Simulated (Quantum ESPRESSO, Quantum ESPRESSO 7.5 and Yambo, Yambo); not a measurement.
**Quasiparticle gap of CdTe (F-43m) in Yambo**

How does a plane-wave GW calculation on CdTe (F-43m) run from the first input to the gap?

Program: Quantum ESPRESSO 7.5 and Yambo 5.3.0. Level of theory: PBE and many-body steps on it, plane waves. Results are calculated unless marked as measured.

The database entry behind the starting cell differs from later determinations by our own check (an axis about 1.1 % short against later determinations), so it need not match the best structure at ambient conditions.

### Step 1. The structure

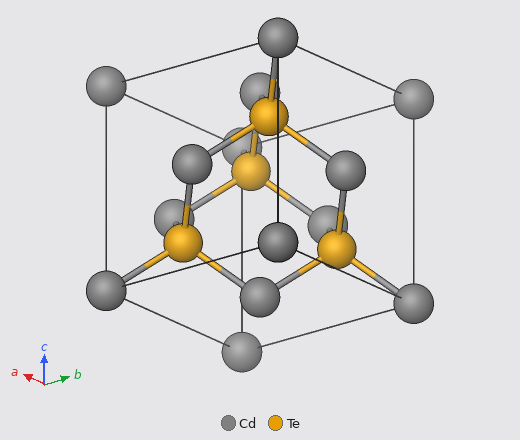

The cell as given, from a free direction (cadmium grey, tellurium orange). This picture shows the conventional cell, with its axes. Bonds to atoms that aren't drawn are left out. Some periodic images of atoms are drawn too.

The cell and positions come from the Crystallography Open Database and are kept as given unless a step says otherwise. Spin-orbit coupling is left out unless a step names it.

### Step 2. Ground state

This step: Quantum ESPRESSO 7.5; DFT, PBE, plane waves, norm-conserving pseudopotentials.

The ground-state density comes first.

Input file pw.in:

```
&control
  calculation = 'scf'
  prefix = 'x'
  outdir = 'o'
  pseudo_dir = 'pseudo'
/
&system
  ibrav = 0
  nat = 2
  ntyp = 2
  ecutwfc = 94.0
  nbnd = 27
  force_symmorphic = .true.
/
&electrons
  conv_thr = 1e-10
  electron_maxstep = 80
  mixing_beta = 0.5
/
ATOMIC_SPECIES
  Cd 112.41 Cd.upf
  Te 127.6 Te.upf
CELL_PARAMETERS angstrom
  -0.0000000000 3.2050000000 3.2050000000
  3.2050000000 -0.0000000000 3.2050000000
  3.2050000000 3.2050000000 -0.0000000000
ATOMIC_POSITIONS crystal
  Cd 0.0000000000 0.0000000000 0.0000000000
  Te 0.2500000000 0.2500000000 0.2500000000
K_POINTS automatic
  6 6 6 0 0 0
```

Run with:

```sh
$ OMP_NUM_THREADS=1 mpirun -n 4 pw.x -nk 4 -in pw.in > pw.out
```

Log:

```text
Program PWSCF v.7.5 starts

     This program is part of the open-source Quantum ESPRESSO suite
     for quantum simulation of materials; please cite
         "P. Giannozzi et al., J. Phys.:Condens. Matter 21 395502 (2009);
         "P. Giannozzi et al., J. Phys.:Condens. Matter 29 465901 (2017);
         "P. Giannozzi et al., J. Chem. Phys. 152 154105 (2020);
     in publications or presentations arising from this work. More details at
     Message from routine setup:
     using ibrav=0 with symmetry is DISCOURAGED, use correct ibrav instead

     G-vector sticks info

     bravais-lattice index     =            0
     lattice parameter (alat)  =       8.5653  a.u.
     unit-cell volume          =     444.3352 (a.u.)^3
     number of atoms/cell      =            2
     number of atomic types    =            2
     number of electrons       =        44.00
     number of Kohn-Sham states=           27
     kinetic-energy cutoff     =      94.0000  Ry
     charge density cutoff     =     376.0000  Ry
     scf convergence threshold =      1.0E-10
     mixing beta               =       0.5000
     number of iterations used =            8  plain     mixing
     Exchange-correlation= PBE
                           (   1   4   3   4   0   0   0)

     celldm(1)=   8.565287  celldm(2)=   0.000000  celldm(3)=   0.000000
     celldm(4)=   0.000000  celldm(5)=   0.000000  celldm(6)=   0.000000

     crystal axes: (cart. coord. in units of alat)
               a(1) = (  -0.000000   0.707107   0.707107 )
               a(2) = (   0.707107  -0.000000   0.707107 )
               a(3) = (   0.707107   0.707107  -0.000000 )

     reciprocal axes: (cart. coord. in units 2 pi/alat)
               b(1) = ( -0.707107  0.707107  0.707107 )
               b(2) = (  0.707107 -0.707107  0.707107 )
               b(3) = (  0.707107  0.707107 -0.707107 )
     Pseudo is Norm-conserving + core correction, Zval = 20.0
     Generated using ONCVPSP code by D. R. Hamann
     Using radial grid of 1368 points,  6 beta functions with:
     Pseudo is Norm-conserving + core correction, Zval = 24.0
     Generated using ONCVPSP code by D. R. Hamann
     Using radial grid of 1294 points,  8 beta functions with:
     Cd               20.00   112.41000     Cd( 1.00)
     Te               24.00   127.60000     Te( 1.00)

     24 Sym. Ops. (no inversion) found

   Cartesian axes

     site n.     atom                  positions (alat units)
         1        Cd     tau(   1) = (   0.0000000   0.0000000   0.0000000  )
         2        Te     tau(   2) = (   0.3535534   0.3535534   0.3535534  )

     number of k points=    16
                       cart. coord. in units 2pi/alat
        k(    1) = (   0.0000000   0.0000000   0.0000000), wk =   0.0092593
        k(    2) = (   0.1178511   0.1178511  -0.1178511), wk =   0.0740741
        k(    3) = (   0.2357023   0.2357023  -0.2357023), wk =   0.0740741
        k(    4) = (  -0.3535534  -0.3535534   0.3535534), wk =   0.0370370
        k(    5) = (   0.2357023   0.0000000  -0.0000000), wk =   0.0555556
        k(    6) = (   0.3535534   0.1178511  -0.1178511), wk =   0.2222222
        k(    7) = (  -0.2357023  -0.4714045   0.4714045), wk =   0.2222222
        k(    8) = (  -0.1178511  -0.3535534   0.3535534), wk =   0.2222222
        k(    9) = (   0.0000000  -0.2357023   0.2357023), wk =   0.1111111
        k(   10) = (   0.4714045   0.0000000  -0.0000000), wk =   0.0555556
     [... 4 further rows ...]
        k(   15) = (  -0.1178511  -0.3535534   0.5892557), wk =   0.2222222
        k(   16) = (  -0.7071068   0.2357023   0.0000000), wk =   0.1111111

     Dense  grid:    54769 G-vectors     FFT dimensions: (  54,  54,  54)

     Initial potential from superposition of free atoms

     starting charge      43.9996, renormalised to      44.0000
     Starting wfcs are   23 randomized atomic wfcs +    4 random wfcs

     per-process dynamical memory:    46.9 Mb

     Self-consistent Calculation

     iteration #  1     ecut=    94.00 Ry     beta= 0.50

     Threshold (ethr) on eigenvalues was too large:
     Diagonalizing with lowered threshold

     total energy              =    -911.70974176 Ry
     estimated scf accuracy    <       0.05366683 Ry

     iteration #  2     ecut=    94.00 Ry     beta= 0.50

     total energy              =    -911.72225885 Ry
     estimated scf accuracy    <       0.00635684 Ry

     iteration #  3     ecut=    94.00 Ry     beta= 0.50

     total energy              =    -911.72317773 Ry
     estimated scf accuracy    <       0.00077282 Ry

     iteration #  4     ecut=    94.00 Ry     beta= 0.50

     total energy              =    -911.72324100 Ry
     estimated scf accuracy    <       0.00003868 Ry

     iteration #  5     ecut=    94.00 Ry     beta= 0.50

     total energy              =    -911.72324692 Ry
     estimated scf accuracy    <       0.00000210 Ry

     iteration #  6     ecut=    94.00 Ry     beta= 0.50

     total energy              =    -911.72324753 Ry
     estimated scf accuracy    <       0.00000019 Ry

     iteration #  7     ecut=    94.00 Ry     beta= 0.50

     total energy              =    -911.72324758 Ry
     estimated scf accuracy    <       0.00000004 Ry

     iteration #  8     ecut=    94.00 Ry     beta= 0.50

     total energy              =    -911.72324759 Ry
     estimated scf accuracy    <          1.3E-09 Ry

     iteration #  9     ecut=    94.00 Ry     beta= 0.50

     End of self-consistent calculation

          k = 0.0000 0.0000 0.0000 (  6855 PWs)   bands (ev):

  -150.0291-100.0567-100.0567-100.0567 -93.4912 -54.5465 -54.5465 -54.5465
   -27.3358 -27.3358 -27.3358 -27.3269 -27.3269  -2.6007   0.3688   0.3688
     0.3688   0.6540   0.6540   8.7674   8.7674   8.7674   9.6374  13.3640
    13.3640  13.3640  16.2716

          k = 0.1179 0.1179-0.1179 (  6825 PWs)   bands (ev):

  -150.0291-100.0567-100.0567-100.0567 -93.4912 -54.5465 -54.5464 -54.5464
   -27.3358 -27.3357 -27.3357 -27.3267 -27.3267  -2.4931   0.3894   0.3894
     0.4553   0.6527   0.6527   6.9900   8.5239   8.5239  10.7061  13.5184
    13.7176  13.7176  17.3177

          k = 0.2357 0.2357-0.2357 (  6814 PWs)   bands (ev):

  -150.0291-100.0567-100.0567-100.0567 -93.4912 -54.5465 -54.5464 -54.5464
   -27.3359 -27.3356 -27.3356 -27.3266 -27.3266  -2.2777   0.4247   0.4247
     0.6571   0.6571   0.7547   5.0584   8.1193   8.1193  10.7398  14.0060
    14.0060  15.1200  16.8427

          k =-0.3536-0.3536 0.3536 (  6850 PWs)   bands (ev):

     [... further k-points ...]

     highest occupied, lowest unoccupied level (ev):     8.7674    9.6374

!    total energy              =    -911.72324759 Ry
     estimated scf accuracy    <          4.0E-11 Ry

     The total energy is the sum of the following terms:
     one-electron contribution =    -695.46529858 Ry
     hartree contribution      =     337.55205627 Ry
     xc contribution           =    -120.83540208 Ry
     ewald contribution        =    -432.97460320 Ry

     convergence has been achieved in   9 iterations

     XML data file, charge density, pseudopotentials, collected wavefunctions

=------------------------------------------------------------------------------=
   JOB DONE.
=------------------------------------------------------------------------------=
```

Elapsed: 18 s, on 4 MPI ranks of Arm Neoverse V1, shared host; peak memory 0.39 GiB; 70 s of CPU time.

This step gave:

* total energy: -12404.6267 eV
* gap: 0.8701 eV
* k of the valence top: 0, 0, 0
* k of the conduction bottom: 0, 0, 0
* least direct gap: 0.8701 eV

The gap is direct, at Γ.

### Step 3. Bands along the symmetry lines

Levels along a band path, at the cheap level, show where the edges lie and whether the meshes to come will hold them.

Input file pw.in:

```
&control
  calculation = 'bands'
  prefix = 'x'
  outdir = 'o'
  pseudo_dir = 'pseudo'
/
&system
  ibrav = 0
  nat = 2
  ntyp = 2
  ecutwfc = 94.0
  nbnd = 28
  force_symmorphic = .true.
/
&electrons
  conv_thr = 1e-9
  electron_maxstep = 80
  diago_full_acc = .true.
  diago_thr_init = 5e-6
/
ATOMIC_SPECIES
  Cd 112.41 Cd.upf
  Te 127.6 Te.upf
CELL_PARAMETERS angstrom
  -0.0000000000 3.2050000000 3.2050000000
  3.2050000000 -0.0000000000 3.2050000000
  3.2050000000 3.2050000000 -0.0000000000
ATOMIC_POSITIONS crystal
  Cd 0.0000000000 0.0000000000 0.0000000000
  Te 0.2500000000 0.2500000000 0.2500000000
K_POINTS crystal
  50
  0.00000000 0.00000000 0.00000000 1
  -0.06250000 -0.06250000 0.00000000 1
  -0.12500000 -0.12500000 0.00000000 1
  -0.18750000 -0.18750000 0.00000000 1
  -0.25000000 -0.25000000 0.00000000 1
  -0.31250000 -0.31250000 0.00000000 1
  -0.37500000 -0.37500000 0.00000000 1
  -0.43750000 -0.43750000 0.00000000 1
  -0.50000000 -0.50000000 0.00000000 1
  -0.48437500 -0.48437500 0.03125000 1
  -0.46875000 -0.46875000 0.06250000 1
  -0.45312500 -0.45312500 0.09375000 1
  -0.43750000 -0.43750000 0.12500000 1
  -0.42187500 -0.42187500 0.15625000 1
  -0.40625000 -0.40625000 0.18750000 1
  -0.39062500 -0.39062500 0.21875000 1
  -0.37500000 -0.37500000 0.25000000 1
  -0.37500000 0.00000000 0.37500000 1
  -0.32812500 0.00000000 0.32812500 1
  -0.28125000 0.00000000 0.28125000 1
  -0.23437500 0.00000000 0.23437500 1
  -0.18750000 0.00000000 0.18750000 1
  -0.14062500 0.00000000 0.14062500 1
  -0.09375000 0.00000000 0.09375000 1
  -0.04687500 0.00000000 0.04687500 1
  0.00000000 0.00000000 0.00000000 1
  0.00000000 0.00000000 0.06250000 1
  0.00000000 0.00000000 0.12500000 1
  0.00000000 0.00000000 0.18750000 1
  0.00000000 0.00000000 0.25000000 1
  0.00000000 0.00000000 0.31250000 1
  0.00000000 0.00000000 0.37500000 1
  0.00000000 0.00000000 0.43750000 1
  0.00000000 0.00000000 0.50000000 1
  -0.06250000 -0.03125000 0.46875000 1
  -0.12500000 -0.06250000 0.43750000 1
  -0.18750000 -0.09375000 0.40625000 1
  -0.25000000 -0.12500000 0.37500000 1
  -0.31250000 -0.15625000 0.34375000 1
  -0.37500000 -0.18750000 0.31250000 1
  -0.43750000 -0.21875000 0.28125000 1
  -0.50000000 -0.25000000 0.25000000 1
  -0.50000000 -0.28125000 0.21875000 1
  -0.50000000 -0.31250000 0.18750000 1
  -0.50000000 -0.34375000 0.15625000 1
  -0.50000000 -0.37500000 0.12500000 1
  -0.50000000 -0.40625000 0.09375000 1
  -0.50000000 -0.43750000 0.06250000 1
  -0.50000000 -0.46875000 0.03125000 1
  -0.50000000 -0.50000000 0.00000000 1
```

Log:

```text
[banner, memory and clock lines left out]
Program PWSCF v.7.5 starts

     Atomic positions and unit cell read from directory:
     o/x.save/

     Message from routine setup:
     using ibrav=0 with symmetry is DISCOURAGED, use correct ibrav instead

     G-vector sticks info

     bravais-lattice index     =            0
     lattice parameter (alat)  =       8.5653  a.u.
     unit-cell volume          =     444.3352 (a.u.)^3
     number of atoms/cell      =            2
     number of atomic types    =            2
     number of electrons       =        44.00
     number of Kohn-Sham states=           28
     kinetic-energy cutoff     =      94.0000  Ry
     charge density cutoff     =     376.0000  Ry
     Exchange-correlation= PBE
                           (   1   4   3   4   0   0   0)

     celldm(1)=   8.565287  celldm(2)=   0.000000  celldm(3)=   0.000000
     celldm(4)=   0.000000  celldm(5)=   0.000000  celldm(6)=   0.000000

     crystal axes: (cart. coord. in units of alat)
               a(1) = (  -0.000000   0.707107   0.707107 )
               a(2) = (   0.707107  -0.000000   0.707107 )
               a(3) = (   0.707107   0.707107  -0.000000 )

     reciprocal axes: (cart. coord. in units 2 pi/alat)
               b(1) = ( -0.707107  0.707107  0.707107 )
               b(2) = (  0.707107 -0.707107  0.707107 )
               b(3) = (  0.707107  0.707107 -0.707107 )
     Pseudo is Norm-conserving + core correction, Zval = 20.0
     Generated using ONCVPSP code by D. R. Hamann
     Using radial grid of 1368 points,  6 beta functions with:
     Pseudo is Norm-conserving + core correction, Zval = 24.0
     Generated using ONCVPSP code by D. R. Hamann
     Using radial grid of 1294 points,  8 beta functions with:
     Cd               20.00   112.41000     Cd( 1.00)
     Te               24.00   127.60000     Te( 1.00)

     24 Sym. Ops. (no inversion) found

   Cartesian axes

     site n.     atom                  positions (alat units)
         1        Cd     tau(   1) = (   0.0000000   0.0000000   0.0000000  )
         2        Te     tau(   2) = (   0.3535534   0.3535534   0.3535534  )

     number of k points=    50
                       cart. coord. in units 2pi/alat
        k(    1) = (   0.0000000   0.0000000   0.0000000), wk =   0.0400000
        k(    2) = (   0.0000000   0.0000000  -0.0883883), wk =   0.0400000
        k(    3) = (   0.0000000   0.0000000  -0.1767767), wk =   0.0400000
[...]
[... 38 further rows ...]
        k(   49) = (   0.0441942  -0.0000000  -0.7071068), wk =   0.0400000
        k(   50) = (   0.0000000   0.0000000  -0.7071068), wk =   0.0400000

     Dense  grid:    54769 G-vectors     FFT dimensions: (  54,  54,  54)

     The potential is recalculated from file :
     o/x.save/charge-density

     Starting wfcs are   23 randomized atomic wfcs +    5 random wfcs

     Band Structure Calculation

     End of band structure calculation

          k = 0.0000 0.0000 0.0000 (  6855 PWs)   bands (ev):

  -150.0291-100.0567-100.0567-100.0567 -93.4913 -54.5465 -54.5465 -54.5465
   -27.3358 -27.3358 -27.3358 -27.3268 -27.3268  -2.6007   0.3688   0.3688
     0.3688   0.6540   0.6540   8.7674   8.7674   8.7674   9.6374  13.3640
    13.3640  13.3640  16.2717  18.3045

          k = 0.0000 0.0000-0.0884 (  6831 PWs)   bands (ev):

  -150.0291-100.0567-100.0567-100.0567 -93.4913 -54.5465 -54.5465 -54.5465
   -27.3358 -27.3357 -27.3357 -27.3268 -27.3268  -2.5790   0.3750   0.3750
[...]
13.5251  13.5251  16.5742  17.4804

          k = 0.0000 0.0000-0.1768 (  6839 PWs)   bands (ev):

  -150.0291-100.0567-100.0567-100.0567 -93.4913 -54.5465 -54.5465 -54.5465
[...]
13.9615  13.9616  16.4498  17.4212

          k =-0.0000 0.0000-0.2652 (  6843 PWs)   bands (ev):

[...]
k = 0.0000 0.0000-0.3536 (  6843 PWs)   bands (ev):

[...]
k = 0.0000-0.0000-0.4419 (  6855 PWs)   bands (ev):

[...]
k =-0.0000 0.0000-0.5303 (  6866 PWs)   bands (ev):

[...]
k = 0.0000-0.0000-0.6187 (  6842 PWs)   bands (ev):

[...]
k = 0.5303-0.0000-0.5303 (  6861 PWs)   bands (ev):

[...]
k = 0.0000 0.0000 0.0000 (  6855 PWs)   bands (ev):

[...]
k = 0.1326 0.0000-0.7071 (  6852 PWs)   bands (ev):

[...]
k = 0.0884-0.0000-0.7071 (  6854 PWs)   bands (ev):

[...]
k = 0.0442-0.0000-0.7071 (  6836 PWs)   bands (ev):

  -150.0291-100.0567-100.0567-100.0567 -93.4913 -54.5466 -54.5466 -54.5466
[...]
17.6036  17.9036  18.1774  19.8078

          k = 0.0000 0.0000-0.7071 (  6838 PWs)   bands (ev):

  -150.0291-100.0567-100.0567-100.0567 -93.4913 -54.5466 -54.5466 -54.5466
   -27.3365 -27.3352 -27.3352 -27.3269 -27.3262  -2.0420   0.5337   0.5502
     0.5502   0.6871   1.1836   4.3052   6.7924   6.7924  11.3093  11.4393
    17.7737  18.0815  18.0815  19.7585

     XML data file, pseudopotentials, collected wavefunctions
```

It took 13 s on 4 MPI ranks; peak memory 0.31 GiB; 53 s of CPU time.

This step gave:

```yaml
gap: 0.8701 eV
k_of_the_valence_top: 0, 0, 0
k_of_the_conduction_bottom: 0, 0, 0
least_direct_gap: 0.8701 eV
```

The gap is 0.870 eV, as in the run before at this level.

The electronic bands at the labelled points (eV, zero at the top of the highest filled band):

| point | band 19 | band 20 | band 21 | band 22 | band 23 | band 24 | band 25 | band 26 |
| --- | --- | --- | --- | --- | --- | --- | --- | --- |
| Γ | -8.11 | 0.00 | 0.00 | 0.00 | 0.87 | 4.60 | 4.60 | 4.60 |
| X | -7.58 | -4.46 | -1.98 | -1.98 | 2.54 | 2.67 | 9.01 | 9.31 |
| U | -7.53 | -4.36 | -2.70 | -1.64 | 2.88 | 4.57 | 7.42 | 7.55 |
| jump to K | -7.53 | -4.36 | -2.70 | -1.64 | 2.88 | 4.57 | 7.42 | 7.55 |
| Γ | -8.11 | 0.00 | 0.00 | 0.00 | 0.87 | 4.60 | 4.60 | 4.60 |
| L | -7.73 | -4.61 | -0.82 | -0.82 | 1.86 | 5.20 | 5.20 | 7.09 |
| W | -7.49 | -4.34 | -2.45 | -2.33 | 4.37 | 4.68 | 5.61 | 6.30 |
| X | -7.58 | -4.46 | -1.98 | -1.98 | 2.54 | 2.67 | 9.01 | 9.31 |

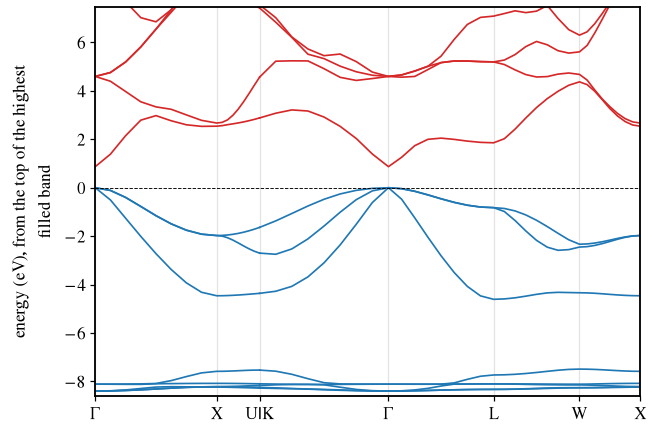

Electronic bands along the path; lines of filled and empty bands in two colours.

[end of part 1 of 3]

[Paths, hosts, dates, memory and timing lines, banners, echoed tables and standing remarks are left out of the program output.]

[Logs are printed without paths, hosts, clocks, repeated set-up lines and the standing remarks that a program may print on its own settings, such as how far it seeks lower states.]

[Runs of the session that timed out or met a known fault of the program may be left out.]

[Hosts, paths, dates, database ids (printed as entryN), source tags and the programs' standing remarks are cut or masked in the printed files.]
